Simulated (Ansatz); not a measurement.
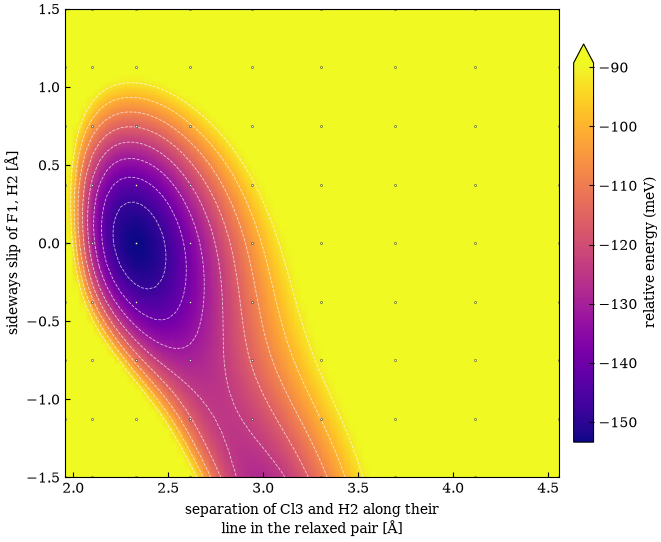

The pair FH···BCl₃. Coordinates scanned: (1) separation of Cl3 and H2 along their line in the relaxed pair; (2) sideways slip of F1, H2. Nothing is relaxed (both partners rigid). The grid has 9 × 9 points. Points are written as (first, second). All energies are given in meV relative to the two partners far apart, frozen as in the relaxed pair, each in its own basis (no counterpoise correction). Level of theory: RKS PBE0-D4/def2-SVPD (Ansatz).

In the figure: a smooth colour map with a few white contour lines, dots at the grid points, one colour for all values above the top of the scale. Between grid points the surface is interpolated.

### Where is the minimum, and how stiff is the well along each coordinate?

The interpolated minimum is at the first coordinate ≈ 2.329 Å, sideways slip of F1, H2 ≈ 0.000 Å. The curvatures there are about 0.61 eV/Å² and 0.16 eV/Å², with a cross term of about 0.082 eV/Å². Round the minimum the valley is somewhat tilted: raising the first coordinate shifts the best value of sideways slip of F1, H2 downwards (coupling k₁₂/√(k₁₁k₂₂) about 0.3).
